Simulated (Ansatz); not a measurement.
## Work function of Sc(0001): what the settings cost and change

Aim: the work function of Sc(0001) against thickness and vacuum, with the cost.

Calculated with Ansatz 0.2.0; plane-wave DFT, PBE, Ansatz PAW.

## (1) Starting point

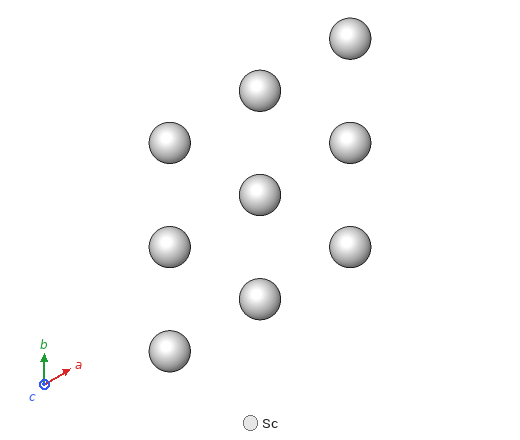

The starting structure, seen from above (scandium white). 3×3×1 cells are drawn.

The cell holds 1 atom: 1 Sc. Cell: a = 3.310 Å, b = 3.310 Å, c = 18.000 Å, α = 90.0°, β = 90.0°, γ = 60.0°. Vacuum lies along c.

## (2) Run, setting 1 layer

A work function rests on the faint tail of the density, so the SCF threshold is tight. The slab grows from one layer, at fixed mesh and 18 Å of vacuum; then the vacuum is varied on one slab.

Contents of input.yaml:

```yaml
crystal:
  lattice:
    - [3.31, 0.0, 0.0]
    - [1.655, 2.8665440865, 0.0]
    - [0.0, 0.0, 18.0]
  atoms:
    - { symbol: Sc, position: [0.6666666667, 0.6666666667, 0.5] }
kpoints:
  mp_grid: { grid: [14, 14, 1] }
hamiltonian:
  xc: pbe
scf:
  occupations: { method: fermi_dirac, width: 0.1 }
  convergence: { dr2_threshold: 1.0e-09 }
efield:
  axis: 3
  dipole_correction: true
  ramp_position: 0.97
  ramp_width: 0.06
output:
  write_potential: true
  write_density: true
  volumetric_format: npy
  elf: true
```

Started as:

```bash
$ ansatz run input.yaml --threads 2 --pin off --max-ram 3072MiB --backend cpu --events-out ev --progress --plain --runs-dir out
```

Numbers of over 12 decimals in the logs are rounded to 6 here.

The program printed:

```text
Engine: ansatz 0.2.0, aarch64-unknown-linux-gnu
Pseudopotentials: kind: paw
Pseudopotential: Sc, paw, valence charge 11, recommended cutoff 420 eV (normal), Sc.paw.azcp
Functional definition: PBE
  parameter kappa = 0.804
  parameter beta = 0.066725
  exchange = pbe_x(kappa = kappa, mu = beta*pi^2/3)
  correlation = pbe_c(beta = beta)
Crystal: 1 atoms, lattice volume = 170.789 Å³
Basis set: ecut = 420 eV, 3397 PW (Γ)
Bands: 10, of which v1, the nominal top of the filled ones, is band 6 counted from 1 (5 counted from 0)
Symmetry: 12 space group operations
k-points: 24 of 196
Non-local potential: Sc, projectors of the file, l = 0: 3, l = 1: 2, l = 2: 3, l = 3: 1
PAW form: soft (Blöchl's): semilocal exchange-correlation on the pseudo side does not see the compensation charge
PAW one-centre angular grid: Sc, 590 points (default); XC on 64 Gauss nodes
Initial density: superposition of atomic densities (neutral atoms: chi_scale 0, normalization atom), corrected by the library's trained network
Initial wavefunctions: pseudopotential atomic-orbital guess
Functional: x = pbe(κ = 0.804, μ = 0.219515), c = pbe(β = 0.066725)
SCF iter   1: F=—  HF=-2134.215193 eV  |F-HF|=—  |Δ(HF+E_count)|=         —  Δρ=3.95e-3  dr2=5.27e-2  ethr=1.77e-3  p=-0.000 e·Å  D=-1.95e-15 V/Å  ΔV_dip=0.00 eV  dr2_dipole=4.78e-12  V_vac-E_F(+/−)=3.43/3.43 eV  ⟨swp⟩=4.3  Hψ=1400  notcnv=0
efield: sawtooth ramp at fractional position 0.9700 (set: `efield.ramp_position`, or a place that a band, a saddle search or an elastic batch's reference lends), width 0.0600; the density the first Hamiltonian is built on has a dipole p = -0.000 e·Å; the dipole correction subtracts the counter field D = -1.95e-15 V/Å, which shifts the + side's vacuum level by +0.00 eV against the − side's; the planar-averaged density in the ramp window peaks in size at 1.7e-6 e/Å³
preconditioner: auto → LDOS  [metal: Δε(μ)=0.002 eV  Ē_g=2.425 eV  σ=0.100 eV  W_gap=0.00  n_scr=8 (ndim 8)  ℏωp=4.9 eV  f_vac=0.694  D(μ)=5.55/eV (n_scr^D=42)  β→1.0]
SCF iter   2: F=—  HF=-2134.206036 eV  |F-HF|=—  |Δ(HF+E_count)|=   9.16e-3  Δρ=2.49e-3  dr2=8.33e-3  ethr=4.80e-4  p=0.000 e·Å  D=1.00e-7 V/Å  ΔV_dip=-0.00 eV  dr2_dipole=8.66e-12  V_vac-E_F(+/−)=3.56/3.56 eV  ⟨swp⟩=2.2  Hψ=486  notcnv=0
SCF iter   3: F=—  HF=-2134.206729 eV  |F-HF|=—  |Δ(HF+E_count)|=   6.94e-4  Δρ=7.09e-4  dr2=2.11e-3  ethr=7.58e-5  p=0.000 e·Å  D=2.66e-9 V/Å  ΔV_dip=-0.00 eV  dr2_dipole=6.69e-14  V_vac-E_F(+/−)=3.56/3.56 eV  ⟨swp⟩=2.1  Hψ=333  notcnv=0
SCF iter   4: F=—  HF=-2134.206771 eV  |F-HF|=—  |Δ(HF+E_count)|=   4.20e-5  Δρ=2.43e-4  dr2=2.48e-4  ethr=1.92e-5  p=-0.000 e·Å  D=-3.02e-8 V/Å  ΔV_dip=0.00 eV  dr2_dipole=5.12e-13  V_vac-E_F(+/−)=3.60/3.60 eV  ⟨swp⟩=1.6  Hψ=257  notcnv=0
SCF iter   5: F=—  HF=-2134.206745 eV  |F-HF|=—  |Δ(HF+E_count)|=   2.59e-5  Δρ=7.26e-5  dr2=2.57e-5  ethr=2.25e-6  p=-0.000 e·Å  D=-2.26e-9 V/Å  ΔV_dip=0.00 eV  dr2_dipole=5.61e-14  V_vac-E_F(+/−)=3.62/3.62 eV  ⟨swp⟩=2.2  Hψ=305  notcnv=0
SCF iter   6: F=—  HF=-2134.206753 eV  |F-HF|=—  |Δ(HF+E_count)|=   7.69e-6  Δρ=2.74e-5  dr2=3.39e-6  ethr=2.34e-7  p=-0.000 e·Å  D=-1.62e-8 V/Å  ΔV_dip=0.00 eV  dr2_dipole=1.03e-14  V_vac-E_F(+/−)=3.63/3.63 eV  ⟨swp⟩=1.8  Hψ=260  notcnv=0
SCF iter   7: F=—  HF=-2134.206758 eV  |F-HF|=—  |Δ(HF+E_count)|=   5.02e-6  Δρ=4.68e-6  dr2=3.65e-8  ethr=3.09e-8  p=-0.000 e·Å  D=-4.46e-9 V/Å  ΔV_dip=0.00 eV  dr2_dipole=1.83e-14  V_vac-E_F(+/−)=3.64/3.64 eV  ⟨swp⟩=2.0  Hψ=288  notcnv=0
SCF iter   8: F=—  HF=-2134.206716 eV  |F-HF|=—  |Δ(HF+E_count)|=   4.21e-5  Δρ=1.13e-6  dr2=2.18e-9  ethr=3.32e-10  p=-0.000 e·Å  D=-1.22e-8 V/Å  ΔV_dip=0.00 eV  dr2_dipole=4.12e-14  V_vac-E_F(+/−)=3.64/3.64 eV  ⟨swp⟩=2.8  Hψ=417  notcnv=0
SCF iter   9: F=-2134.206716 eV  HF=-2134.206716 eV  |F-HF|=4.68e-11  |Δ(HF+E_count)|=   1.21e-8  Δρ=3.54e-7  dr2=3.83e-10  ethr=9.09e-12  p=0.000 e·Å  D=2.27e-9 V/Å  ΔV_dip=-0.00 eV  dr2_dipole=3.51e-14  V_vac-E_F(+/−)=3.64/3.64 eV  ⟨swp⟩=2.5  Hψ=507  notcnv=0
SCF 1 converged in 9 iterations: F = -2134.206716 eV  dr2 = 3.83e-10
  greatest PAW one-centre occupation: 0.998 electrons in one spin orbital (limit 2), on the Sc atom at site 0 (counted from 0), in its partial waves of l = 0
WARN: The output density's exchange-correlation potential varies sharply where the density is thin. Do not read a vacuum level from v_tot or v_xc, or from such a field of the output density. On a cell that repeats whose density bears no net charge and no dipole along the vacuum's axis use v_es (v_loc + v_h of the components); under efield.dipole_correction with no amplitude use v_es + v_field, which holds any externa [...]
SCF converged after 9 iterations
Free energy (F): -2134.206716 eV
Harris-Foulkes:  -2134.206716 eV  (|F-HF|=4.68e-11)
Internal energy: -2134.035458 eV  (E = F + TS)
E sigma→0 (E₀):  -2134.121087 eV
Entropy (-TS):   -0.171258 eV (-171.258 meV/atom)
Fermi energy:    -1.548549 eV
Dipole field:    D = -0.000000 V/Å  (p = -0.000000 e·Å, saw-weighted, corrected)
Work function:   Φ+ = 3.6357 eV   Φ− = 3.6357 eV
Levels:          The Fermi level and band energies are counted from a zero that moves with the ramp; work functions are not
--- Per-component energies (eV) ---
  E_band       = -293.862868
  E_kinetic    = 257.711531
  E_local      = -3686.937773  (includes V_loc(G=0)·N_el)
  E_nonlocal   = 84.512832
  E_hartree    = 1646.605214
  E_xc         = -101.951500
  E_vxc        = -125.934911  (∫ρ·V_xc dr)
  E_paw        = -955.719595  (= ΣΔE_a)
  E_vpaw       = -116.423932  (= ΣTr[D̂ρ^β])
  E_aug_tail   = 0.000011  (compensation charges beyond the density's cutoff)
  E_efield     = 0.000000  (sawtooth field / dipole correction)
  E_vefield    = 0.000000  (∫n·V_field dr)
  E_ewald      = 621.743822
  E_smearing   = -0.171258  (= −TS)
  E_closure    = 0.000000  (closes the sum)
  Σ components = -2134.206716   (vs F -2134.206716, Δ=0.00e0)
--- Band table (eV; the first three rows and the last of 24) ---
  k-point 0: bands = ["-51.8279", "-30.6142", "-30.2183", "-30.2183", "-5.2446", "-1.5241", "-1.3359", "-0.3421", "-0.3421", "0.7015"]
  k-point 1: bands = ["-51.8263", "-30.6125", "-30.2311", "-30.2213", "-5.1302", "-1.5159", "-1.2803", "-0.4243", "-0.2675", "0.6817"]
  k-point 2: bands = ["-51.8219", "-30.6076", "-30.2669", "-30.2296", "-4.7959", "-1.5051", "-1.1274", "-0.6325", "-0.0506", "0.6267"]
  k-point 23: bands = ["-51.7922", "-30.5752", "-30.4137", "-30.3750", "-1.6358", "-1.3815", "-1.1098", "-0.7302", "0.0249", "3.2317"]
```

Wall time 10 s (2 threads of Arm Neoverse N1, shared host); peak memory 0.4 GiB.

Reading the cycles: dr2 is the Hartree energy of the density residual (eV), the measure of convergence; HF is the Harris–Foulkes estimate of the energy, which meets the free energy F at convergence.

This step gave:

* energy at zero smearing: -2134.1211 eV
* work function, upper face: 3.636 eV

Running mean over 2.638 Å of the planar mean; the ramp of the sawtooth is left out. The electron's electrostatic potential energy less the Fermi level by z:

```tsv
z (Å)	electron's electrostatic potential energy less the Fermi level (eV)
3	3.64
4	3.63
5	3.60
6	3.39
7	1.95
8	-3.44
9	-5.76
10	-3.44
11	1.95
12	3.39
13	3.60
14	3.63
15	3.64
```

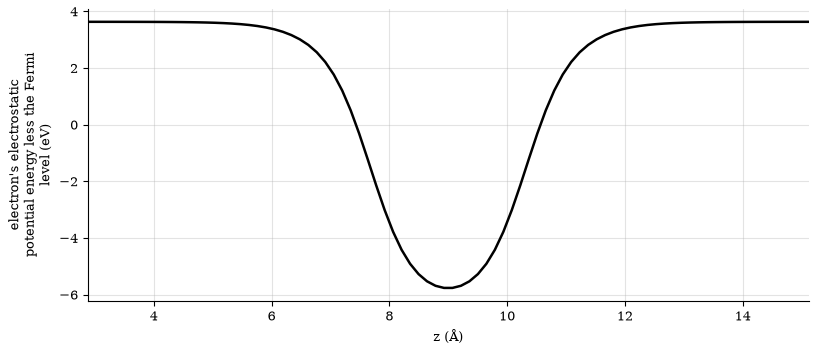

Electron's electrostatic potential energy less the Fermi level, plotted against z.

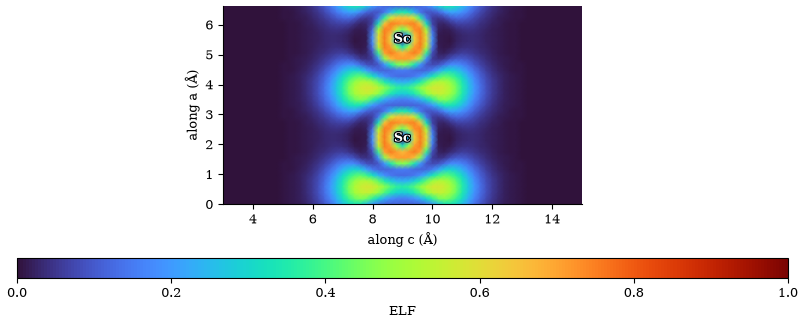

ELF in the ca plane at fractional y = 0.667, with atoms of Sc within 0.2 Å of it. It is the smooth field of the valence electrons, not physical close to the nuclei. The far vacuum is left out of the map.

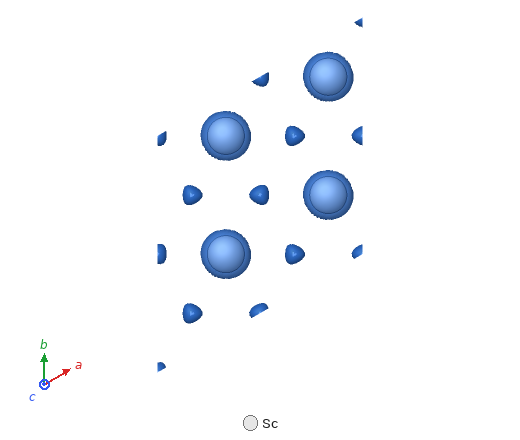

Surface of ELF = 0.68. 2×2×1 cells are drawn.

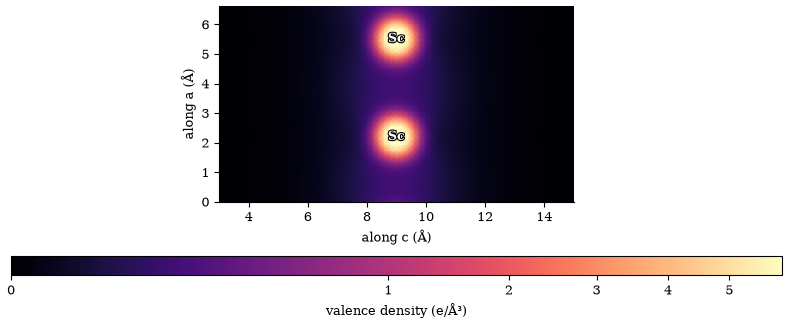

Valence density in the ca plane at fractional y = 0.667, with atoms of Sc within 0.2 Å of it. It is the smooth field of the valence electrons, not physical close to the nuclei. The colour scale is stretched toward low values. The far vacuum is left out of the map.

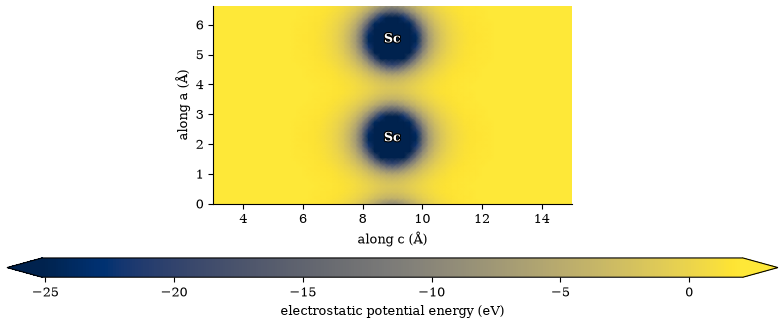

Electrostatic potential energy in the ca plane at fractional y = 0.667, with atoms of Sc within 0.2 Å of it. With pseudopotentials it is smooth inside the atoms' cores, unlike the true potential. The far vacuum is left out of the map.

The work function is 3.636 eV.

## (3) Slab, 2 atoms

System of this step: Sc(0001). The cell holds 2 atoms: 2 Sc. Its edges and angles: a = 3.310 Å, b = 3.310 Å, c = 20.638 Å, α = 90.0°, β = 90.0°, γ = 60.0°. Vacuum lies along c.

input.yaml, the sections that differ from step 2:

```yaml
crystal:
  lattice:
    - [3.31, 0.0, 0.0]
    - [1.655, 2.8665440865, 0.0]
    - [0.0, 0.0, 20.63807]
  atoms:
    - { symbol: Sc, position: [0.6666666667, 0.6666666667, 0.4360872892] }
    - { symbol: Sc, position: [0.0, 0.0, 0.5639127108] }
output:
  write_potential: true
  write_density: true
  volumetric_format: npy
# kpoints, hamiltonian, scf, efield: as in step 2
```

The program printed:

```text
[...]
Crystal: 2 atoms, lattice volume = 195.819 Å³
Basis set: ecut = 420 eV, 3885 PW (Γ)
Bands: 15, of which v1, the nominal top of the filled ones, is band 11 counted from 1 (10 counted from 0)
Symmetry: 6 space group operations
k-points: 24 of 196 (time reversal used)
[...]
k-point 1: bands = [... 7 lower, -28.4490, -4.4898, -2.8797, -0.1318, -0.0586, 0.7711, 1.0960, 1.2425, ... 4 higher]
  k-point 2: bands = [... 7 lower, -28.4559, -4.1684, -2.5713, -0.1519, 0.0043, 0.7286, 0.9491, 1.1269, ... 4 higher]
  k-point 23: bands = [... 7 lower, -28.5880, -0.8105, -0.5694, -0.3571, 0.2536, 0.3240, 0.4895, 0.5537, ... 4 higher]
[key lines of the parts left out:]
SCF converged after 9 iterations
Free energy (F): -4270.225300 eV
Fermi energy:    -0.175512 eV
Dipole field:    D = -0.000000 V/Å  (p = -0.000001 e·Å, saw-weighted, corrected)
Work function:   Φ+ = 3.6396 eV   Φ− = 3.6396 eV
```

Elapsed: 19 s, on 2 threads; peak memory 0.42 GiB.

The work function is 3.640 eV, +0.004 eV from the run “1 layer”, at 1.9 times its CPU time.

## (4) Run, 3 atoms

System of this step: Sc(0001). The cell holds 3 atoms: 3 Sc. Cell: a = 3.310 Å, b = 3.310 Å, c = 23.276 Å, α = 90.0°, β = 90.0°, γ = 60.0°. Vacuum lies along c.

input.yaml, the sections that differ from step 3:

```yaml
crystal:
  lattice:
    - [3.31, 0.0, 0.0]
    - [1.655, 2.8665440865, 0.0]
    - [0.0, 0.0, 23.27614]
  atoms:
    - { symbol: Sc, position: [0.0, 0.0, 0.3866620496] }
    - { symbol: Sc, position: [0.6666666667, 0.6666666667, 0.5] }
    - { symbol: Sc, position: [0.0, 0.0, 0.6133379504] }
# kpoints, hamiltonian, scf, efield, output: as in step 3
```

The program printed:

```text
[...]
Crystal: 3 atoms, lattice volume = 220.850 Å³
Basis set: ecut = 420 eV, 4409 PW (Γ)
Bands: 21, of which v1, the nominal top of the filled ones, is band 17 counted from 1 (16 counted from 0)
Symmetry: 6 space group operations
k-points: 24 of 196 (time reversal used)
[...]
k-point 0: bands = [... 13 lower, -2.8243, -1.4516, 0.9510, 0.9680, 1.4644, 2.1918, 2.2222, 2.2222, ... 4 higher]
  k-point 1: bands = [... 13 lower, -2.7177, -1.3508, 0.9675, 0.9703, 1.4451, 2.0830, 2.1452, 2.2885, ... 4 higher]
  k-point 2: bands = [... 13 lower, -2.4085, -1.0633, 0.9284, 0.9899, 1.4413, 1.8301, 1.9534, 2.3072, ... 4 higher]
  k-point 23: bands = [... 13 lower, 0.3185, 0.3207, 0.6351, 0.9331, 1.2038, 1.3189, 1.3499, 1.5508, ... 4 higher]
[key lines of the parts left out:]
SCF converged after 10 iterations
Free energy (F): -6406.031875 eV
Fermi energy:    0.863685 eV
Dipole field:    D = 0.000001 V/Å  (p = 0.000001 e·Å, saw-weighted, corrected)
Work function:   Φ+ = 3.6413 eV   Φ− = 3.6413 eV
```

Run time: 33 s. Hardware: 2 threads; peak memory 0.47 GiB.

The work function is 3.641 eV, +0.002 eV from the run “2 layers”, at 1.6 times its CPU time.

## (5) Run, 4 atoms

System of this step: Sc(0001). The cell holds 4 atoms: 4 Sc. Cell: a = 3.310 Å, b = 3.310 Å, c = 25.914 Å, α = 90.0°, β = 90.0°, γ = 60.0°. Vacuum lies along c.

input.yaml, the sections that differ from step 4:

```yaml
crystal:
  lattice:
    - [3.31, 0.0, 0.0]
    - [1.655, 2.8665440865, 0.0]
    - [0.0, 0.0, 25.91421]
  atoms:
    - { symbol: Sc, position: [0.6666666667, 0.6666666667, 0.3472998019] }
    - { symbol: Sc, position: [0.0, 0.0, 0.449099934] }
    - { symbol: Sc, position: [0.6666666667, 0.6666666667, 0.550900066] }
    - { symbol: Sc, position: [0.0, 0.0, 0.6527001981] }
# kpoints, hamiltonian, scf, efield, output: as in step 4
```

The program printed:

```text
[...]
Crystal: 4 atoms, lattice volume = 245.881 Å³
Basis set: ecut = 420 eV, 4875 PW (Γ)
Bands: 27, of which v1, the nominal top of the filled ones, is band 22 counted from 1 (21 counted from 0)
Symmetry: 6 space group operations
k-points: 24 of 196 (time reversal used)
[...]
k-point 0: bands = [... 18 lower, -1.4350, -0.3831, 1.7815, 1.8062, 2.1780, 2.6204, 3.0547, 3.0547, ... 6 higher]
  k-point 1: bands = [... 18 lower, -1.3324, -0.2851, 1.7922, 1.8141, 2.1297, 2.6093, 2.9569, 2.9633, ... 6 higher]
  k-point 2: bands = [... 18 lower, -1.0369, -0.0079, 1.7694, 1.7946, 2.0605, 2.6050, 2.6900, 2.7242, ... 6 higher]
  k-point 23: bands = [... 18 lower, 1.1597, 1.1696, 1.3153, 1.5752, 1.7004, 2.1148, 2.1581, 2.1715, ... 6 higher]
[key lines of the parts left out:]
SCF converged after 10 iterations
Free energy (F): -8541.868210 eV
Fermi energy:    1.699848 eV
Dipole field:    D = 0.000000 V/Å  (p = 0.000000 e·Å, saw-weighted, corrected)
Work function:   Φ+ = 3.6441 eV   Φ− = 3.6441 eV
```

It took 39 s on 2 threads; peak memory 0.52 GiB; 45 s of CPU time.

The work function is 3.644 eV, +0.003 eV from the run “3 layers”, at 1.4 times its CPU time.

## (6) Run, 5 atoms

System of this step: Sc(0001). The cell holds 5 atoms: 5 Sc. Cell: a = 3.310 Å, b = 3.310 Å, c = 28.552 Å, α = 90.0°, β = 90.0°, γ = 60.0°. Vacuum lies along c.

input.yaml, the sections that differ from step 5:

```yaml
crystal:
  lattice:
    - [3.31, 0.0, 0.0]
    - [1.655, 2.8665440865, 0.0]
    - [0.0, 0.0, 28.55228]
  atoms:
    - { symbol: Sc, position: [0.0, 0.0, 0.3152112546] }
    - { symbol: Sc, position: [0.6666666667, 0.6666666667, 0.4076056273] }
    - { symbol: Sc, position: [0.0, 0.0, 0.5] }
    - { symbol: Sc, position: [0.6666666667, 0.6666666667, 0.5923943727] }
    - { symbol: Sc, position: [0.0, 0.0, 0.6847887454] }
# kpoints, hamiltonian, scf, efield, output: as in step 5
```

The program printed:

```text
[...]
Crystal: 5 atoms, lattice volume = 270.911 Å³
Basis set: ecut = 420 eV, 5363 PW (Γ)
Bands: 33, of which v1, the nominal top of the filled ones, is band 28 counted from 1 (27 counted from 0)
Symmetry: 6 space group operations
k-points: 24 of 196 (time reversal used)
[...]
k-point 0: bands = [... 24 lower, 0.4266, 2.4674, 2.4836, 2.8136, 3.0762, 3.5322, 3.7519, 3.7519, ... 6 higher]
  k-point 1: bands = [... 24 lower, 0.5234, 2.4754, 2.4947, 2.7488, 3.0480, 3.5089, 3.6434, 3.6719, ... 6 higher]
  k-point 2: bands = [... 24 lower, 0.7957, 2.4572, 2.4608, 2.6369, 3.0002, 3.3684, 3.3781, 3.5452, ... 6 higher]
  k-point 23: bands = [... 24 lower, 1.8524, 1.9845, 2.0514, 2.2838, 2.4838, 2.6223, 2.8385, 2.8463, ... 6 higher]
[key lines of the parts left out:]
SCF converged after 10 iterations
Free energy (F): -10677.706733 eV
Fermi energy:    2.382607 eV
Dipole field:    D = 0.000000 V/Å  (p = 0.000000 e·Å, saw-weighted, corrected)
Work function:   Φ+ = 3.6459 eV   Φ− = 3.6459 eV
```

It took 51 s on 2 threads; peak memory 0.58 GiB.

The work function is 3.646 eV, +0.002 eV from the run “4 layers”, at 1.4 times its CPU time.

## (7) Slab, 6 atoms

System of this step: Sc(0001). The cell holds 6 atoms: 6 Sc. Its edges and angles: a = 3.310 Å, b = 3.310 Å, c = 31.190 Å, α = 90.0°, β = 90.0°, γ = 60.0°. Vacuum lies along c.

input.yaml, the sections that differ from step 6:

```yaml
crystal:
  lattice:
    - [3.31, 0.0, 0.0]
    - [1.655, 2.8665440865, 0.0]
    - [0.0, 0.0, 31.19035]
  atoms:
    - { symbol: Sc, position: [0.6666666667, 0.6666666667, 0.2885507857] }
    - { symbol: Sc, position: [0.0, 0.0, 0.3731304714] }
    - { symbol: Sc, position: [0.6666666667, 0.6666666667, 0.4577101571] }
    - { symbol: Sc, position: [0.0, 0.0, 0.5422898429] }
    - { symbol: Sc, position: [0.6666666667, 0.6666666667, 0.6268695286] }
    - { symbol: Sc, position: [0.0, 0.0, 0.7114492143] }
# kpoints, hamiltonian, scf, efield, output: as in step 6
```

The program printed:

```text
[...]
Crystal: 6 atoms, lattice volume = 295.942 Å³
Basis set: ecut = 420 eV, 5877 PW (Γ)
Bands: 40, of which v1, the nominal top of the filled ones, is band 33 counted from 1 (32 counted from 0)
Symmetry: 6 space group operations
k-points: 24 of 196 (time reversal used)
[...]
k-point 0: bands = [... 29 lower, 1.0722, 3.0384, 3.0459, 3.3628, 3.5194, 3.8548, 4.2485, 4.3184, ... 10 higher]
  k-point 1: bands = [... 29 lower, 1.1685, 3.0459, 3.0574, 3.2893, 3.4768, 3.8330, 4.1687, 4.2134, ... 10 higher]
  k-point 2: bands = [... 29 lower, 1.4381, 3.0211, 3.0285, 3.1445, 3.3988, 3.7892, 3.9383, 3.9500, ... 10 higher]
  k-point 23: bands = [... 29 lower, 2.4217, 2.5103, 2.6047, 2.6773, 2.9014, 3.0117, 3.2426, 3.3381, ... 10 higher]
[key lines of the parts left out:]
SCF converged after 10 iterations
Free energy (F): -12813.546838 eV
Fermi energy:    2.949393 eV
Dipole field:    D = -0.000000 V/Å  (p = -0.000000 e·Å, saw-weighted, corrected)
Work function:   Φ+ = 3.6466 eV   Φ− = 3.6466 eV
```

The job ended after 83 s (2 threads; peak memory 0.68 GiB; 87 s of CPU time).

The work function is 3.647 eV, +0.001 eV from the run “5 layers”, at 1.4 times its CPU time.

[end of part 1 of 2]

[Logs are printed without paths, hosts, clocks, repeated set-up lines and the standing remarks that a program may print on its own settings, such as how far it seeks lower states.]

[Hosts, paths, dates, database ids (printed as entryN), source tags and the programs' standing remarks are cut or masked in the printed files.]

[Maps of the electrostatic potential energy from Ansatz leave out the sawtooth potential of an applied field or a dipole correction, so their vacuum need not be flat; planar profiles and work functions include it.]
